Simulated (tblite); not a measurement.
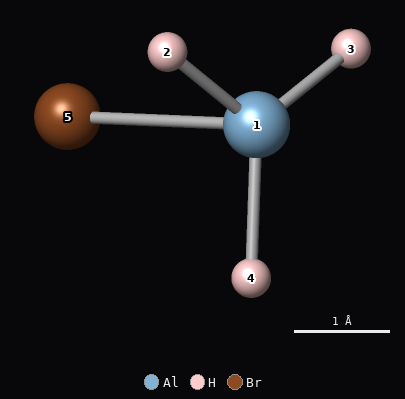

Fig. 1: The starting structure (ball-and-stick view, seen at a tilt; atoms are numbered from 1 in the order of the input). Sticks mark near contacts. Bond lengths as drawn: Al–Br 2.51 Å and Al–H 1.56 to 1.62 Å.

# Geometry relaxation, with input and output: AlH₃Br (charge −1)

AlH₃Br, charge −1, computed with GFN2-xTB geometry optimisation, gas phase (tblite 0.8.0).

## The input
```
{"job": {"kind": "relax", "xc": "GFN2-xTB", "basis": "xTB"}, "charge": -1, "multiplicity": 1}
Al     0.021300    -0.003900    -0.016800
H      1.577300    -0.139400    -0.049000
H     -0.899300    -1.301000     0.012000
H     -0.658500     1.463100    -0.037800
Br     0.252300     0.128900    -2.514800
```

The first line tells a small driver script what to run in tblite; the rest is the geometry in Å.

Machine: 1 CPU thread, shared host.

Command:
```bash
OMP_NUM_THREADS=1 python <driver script> task.json out
```

## The program's output
```
step      E/eV     max force
  0    -190.43134    3.306
  1    -190.61958    2.902
  2    -191.02468    1.689
  3    -191.06405    1.067
  4    -191.16103    0.390
  5    -191.20029    0.290
  6    -191.20473    0.262
  7    -191.21175    0.185
  8    -191.21609    0.150
  9    -191.21773    0.117
 10    -191.21841    0.082
 11    -191.21899    0.071
 12    -191.21947    0.070
 13    -191.22002    0.102
 14    -191.22068    0.123
 15    -191.22145    0.116
 16    -191.22204    0.071
 17    -191.22225    0.022
 18    -191.22228    0.008
```

## Trajectory as extended XYZ (Å, eV, eV/Å), 19 frames, from step=0 to step=18
```
5
Properties=species:S:1:pos:R:3:forces:R:3 step=0 energy=-190.43134
Al    0.0213   -0.0039   -0.0168   -0.0140   0.4000  -3.2820
H     1.5773   -0.1394   -0.0490    0.2890  -0.0950   1.0980
H    -0.8993   -1.3010    0.0120   -0.0020   0.0420   0.6590
H    -0.6585    1.4631   -0.0378    0.0010  -0.2140   0.8560
Br    0.2523    0.1289   -2.5148   -0.2740  -0.1330   0.6690
5
Properties=species:S:1:pos:R:3:forces:R:3 step=1 energy=-190.61958
Al    0.0211    0.0018   -0.0637    0.0140   0.2730  -2.8890
H     1.5814   -0.1407   -0.0333    0.2430  -0.0770   1.0230
H    -0.8993   -1.3004    0.0214    0.0200   0.0810   0.5840
H    -0.6585    1.4600   -0.0256   -0.0160  -0.1570   0.7790
Br    0.2484    0.1270   -2.5053   -0.2600  -0.1210   0.5030
5
Properties=species:S:1:pos:R:3:forces:R:3 step=2 energy=-191.02468
Al    0.0220    0.0207   -0.2628   -0.0040  -0.1740   0.4880
H     1.5981   -0.1460    0.0371   -0.0820   0.0070   0.5930
H    -0.8980   -1.2949    0.0616    0.1370   0.2680   0.1890
H    -0.6596    1.4492    0.0281   -0.0040  -0.0910   0.4180
Br    0.2305    0.1187   -2.4706   -0.0480  -0.0100  -1.6880
5
Properties=species:S:1:pos:R:3:forces:R:3 step=3 energy=-191.06405
Al    0.0219    0.0182   -0.2515    0.0530  -0.1010  -0.1180
H     1.5967   -0.1458    0.0429   -0.0840   0.0030   0.5720
H    -0.8963   -1.2916    0.0630    0.1190   0.2350   0.2010
H    -0.6595    1.4482    0.0320    0.0030  -0.1040   0.4080
Br    0.2304    0.1187   -2.4929   -0.0910  -0.0330  -1.0630
5
Properties=species:S:1:pos:R:3:forces:R:3 step=4 energy=-191.16103
Al    0.0235    0.0144   -0.2812    0.1540   0.0260  -0.3570
H     1.5950   -0.1466    0.0911   -0.1970   0.0180   0.3230
H    -0.8886   -1.2759    0.0826    0.0970   0.1760   0.0840
H    -0.6596    1.4400    0.0671    0.0530  -0.1670   0.2230
Br    0.2227    0.1158   -2.5660   -0.1070  -0.0520  -0.2720
5
Properties=species:S:1:pos:R:3:forces:R:3 step=5 energy=-191.20029
Al    0.0281    0.0135   -0.3256    0.1810   0.0870  -0.1210
H     1.5905   -0.1472    0.1423   -0.2810   0.0340   0.0650
H    -0.8801   -1.2589    0.1031    0.0940   0.1410  -0.0670
H    -0.6584    1.4285    0.1042    0.1010  -0.2090   0.0180
Br    0.2130    0.1117   -2.6306   -0.0940  -0.0540   0.1040
5
Properties=species:S:1:pos:R:3:forces:R:3 step=6 energy=-191.20473
Al    0.0316    0.0148   -0.3357    0.1450   0.0750  -0.0260
H     1.5855   -0.1468    0.1527   -0.2580   0.0370   0.0220
H    -0.8772   -1.2537    0.1059    0.0940   0.1310  -0.0980
H    -0.6567    1.4232    0.1113    0.1040  -0.1920  -0.0180
Br    0.2098    0.1101   -2.6407   -0.0850  -0.0500   0.1200
5
Properties=species:S:1:pos:R:3:forces:R:3 step=7 energy=-191.21175
Al    0.0401    0.0186   -0.3484    0.0370   0.0270   0.1050
H     1.5717   -0.1453    0.1662   -0.1560   0.0360  -0.0120
H    -0.8707   -1.2433    0.1063    0.0870   0.1010  -0.1280
H    -0.6514    1.4110    0.1195    0.0950  -0.1240  -0.0510
Br    0.2033    0.1067   -2.6501   -0.0630  -0.0410   0.0870
5
Properties=species:S:1:pos:R:3:forces:R:3 step=8 energy=-191.21609
Al    0.0471    0.0219   -0.3511   -0.0660  -0.0190   0.1220
H     1.5580   -0.1432    0.1712   -0.0250   0.0300   0.0080
H    -0.8647   -1.2348    0.1019    0.0670   0.0590  -0.1210
H    -0.6454    1.4001    0.1210    0.0690  -0.0380  -0.0400
Br    0.1980    0.1036   -2.6495   -0.0450  -0.0320   0.0310
5
Properties=species:S:1:pos:R:3:forces:R:3 step=9 energy=-191.21773
Al    0.0490    0.0230   -0.3469   -0.0950  -0.0340   0.0590
H     1.5516   -0.1417    0.1702    0.0490   0.0230   0.0410
H    -0.8614   -1.2311    0.0964    0.0410   0.0240  -0.0930
H    -0.6417    1.3954    0.1185    0.0440   0.0170  -0.0100
Br    0.1955    0.1019   -2.6446   -0.0390  -0.0290   0.0040
5
Properties=species:S:1:pos:R:3:forces:R:3 step=10 energy=-191.21841
Al    0.0477    0.0227   -0.3430   -0.0670  -0.0250   0.0060
H     1.5508   -0.1408    0.1691    0.0580   0.0190   0.0550
H    -0.8599   -1.2300    0.0924    0.0200  -0.0010  -0.0700
H    -0.6398    1.3947    0.1165    0.0280   0.0360   0.0090
Br    0.1943    0.1010   -2.6414   -0.0390  -0.0280   0.0010
5
Properties=species:S:1:pos:R:3:forces:R:3 step=11 energy=-191.21899
Al    0.0452    0.0219   -0.3403   -0.0100  -0.0040  -0.0330
H     1.5515   -0.1397    0.1699    0.0410   0.0170   0.0560
H    -0.8583   -1.2292    0.0879   -0.0060  -0.0300  -0.0480
H    -0.6378    1.3950    0.1154    0.0140   0.0450   0.0210
Br    0.1925    0.0997   -2.6395   -0.0390  -0.0280   0.0050
5
Properties=species:S:1:pos:R:3:forces:R:3 step=12 energy=-191.21947
Al    0.0431    0.0212   -0.3398    0.0460   0.0180  -0.0400
H     1.5525   -0.1384    0.1731    0.0150   0.0150   0.0450
H    -0.8568   -1.2285    0.0836   -0.0280  -0.0540  -0.0340
H    -0.6356    1.3956    0.1159    0.0040   0.0460   0.0230
Br    0.1898    0.0978   -2.6393   -0.0370  -0.0260   0.0060
5
Properties=species:S:1:pos:R:3:forces:R:3 step=13 energy=-191.22002
Al    0.0419    0.0209   -0.3411    0.0920   0.0380  -0.0210
H     1.5536   -0.1365    0.1789   -0.0130   0.0140   0.0240
H    -0.8552   -1.2283    0.0782   -0.0450  -0.0710  -0.0230
H    -0.6328    1.3967    0.1177   -0.0020   0.0420   0.0170
Br    0.1856    0.0949   -2.6401   -0.0320  -0.0230   0.0030
5
Properties=species:S:1:pos:R:3:forces:R:3 step=14 energy=-191.22068
Al    0.0422    0.0213   -0.3431    0.1130   0.0470   0.0150
H     1.5545   -0.1339    0.1865   -0.0360   0.0130   0.0010
H    -0.8541   -1.2292    0.0711   -0.0500  -0.0740  -0.0170
H    -0.6293    1.3986    0.1203   -0.0040   0.0320   0.0070
Br    0.1798    0.0910   -2.6414   -0.0230  -0.0170  -0.0060
5
Properties=species:S:1:pos:R:3:forces:R:3 step=15 energy=-191.22145
Al    0.0445    0.0227   -0.3445    0.0970   0.0400   0.0500
H     1.5550   -0.1304    0.1956   -0.0460   0.0100  -0.0190
H    -0.8537   -1.2319    0.0616   -0.0400  -0.0580  -0.0110
H    -0.6249    1.4018    0.1232   -0.0010   0.0160  -0.0040
Br    0.1721    0.0856   -2.6423   -0.0100  -0.0090  -0.0160
5
Properties=species:S:1:pos:R:3:forces:R:3 step=16 energy=-191.22204
Al    0.0482    0.0245   -0.3437    0.0470   0.0200   0.0500
H     1.5548   -0.1273    0.2016   -0.0340   0.0070  -0.0220
H    -0.8543   -1.2358    0.0529   -0.0180  -0.0280  -0.0040
H    -0.6213    1.4051    0.1247    0.0040   0.0030  -0.0070
Br    0.1657    0.0811   -2.6420    0.0020  -0.0020  -0.0170
5
Properties=species:S:1:pos:R:3:forces:R:3 step=17 energy=-191.22225
Al    0.0505    0.0255   -0.3415    0.0040   0.0020   0.0220
H     1.5542   -0.1262    0.2018   -0.0130   0.0050  -0.0110
H    -0.8553   -1.2381    0.0499   -0.0020  -0.0070   0.0000
H    -0.6204    1.4067    0.1243    0.0070  -0.0010  -0.0020
Br    0.1641    0.0798   -2.6410    0.0050   0.0010  -0.0090
5
Properties=species:S:1:pos:R:3:forces:R:3 step=18 energy=-191.22228
Al    0.0507    0.0255   -0.3403   -0.0060  -0.0010   0.0030
H     1.5539   -0.1263    0.2004   -0.0050   0.0050  -0.0040
H    -0.8557   -1.2386    0.0503    0.0010  -0.0040   0.0010
H    -0.6206    1.4068    0.1237    0.0070   0.0010   0.0020
Br    0.1648    0.0802   -2.6405    0.0040   0.0000  -0.0030
```

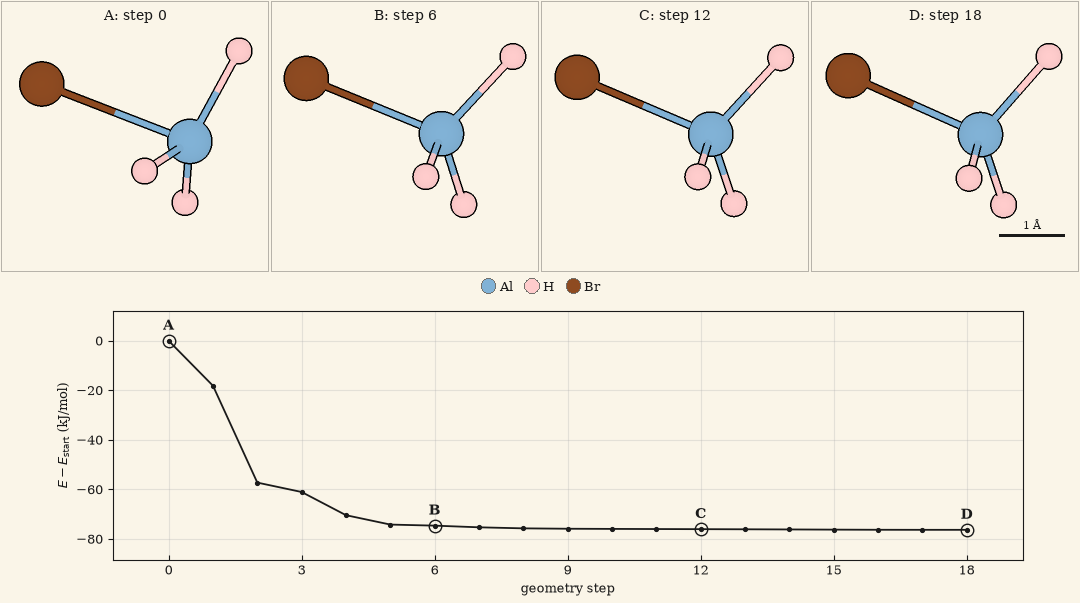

Fig. 2: Frames of the relaxation (ball-and-stick view, seen at a tilt) above the curves, on which the letters mark them (steps are counted from 0).

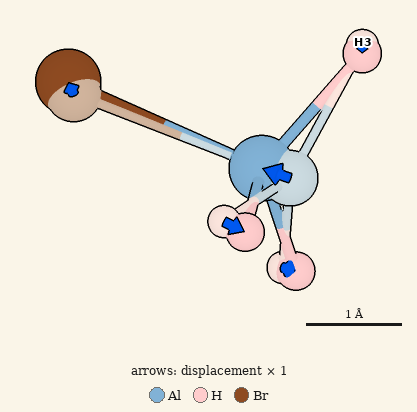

Fig. 3: Start (faint) and end (solid) with the displacements as blue arrows, at true length (ball-and-stick view, seen at a tilt). The two geometries are laid on each other by the best rigid fit. The energy falls by 76.3 kJ/mol in 18 geometry steps. Largest force component: 3.3 eV/Å at the start, 0.007 eV/Å at the end. The atom that moves furthest after the best rigid fit is Al1 (0.33 Å). By element the largest moves are Al 0.33 Å, H 0.25 Å, Br 0.16 Å. Distances before and after: Al1–Br5 2.512 → 2.304 Å, Al1–H2 1.562 → 1.605 Å, Al1–H3 1.591 → 1.604 Å, Al1–H4 1.617 → 1.604 Å. Among the angles that change: H2–Al1–Br5 83.8° → 107.0°, H4–Al1–Br5 88.7° → 106.8°, H3–Al1–Br5 96.6° → 106.9°. (Atoms are counted from 1 in the order of the input.)

## Results in brief

| quantity | value |
| --- | --- |
| outcome | converged |
| total energy | −191.2223 eV |
| peak memory | 0.46 GiB |
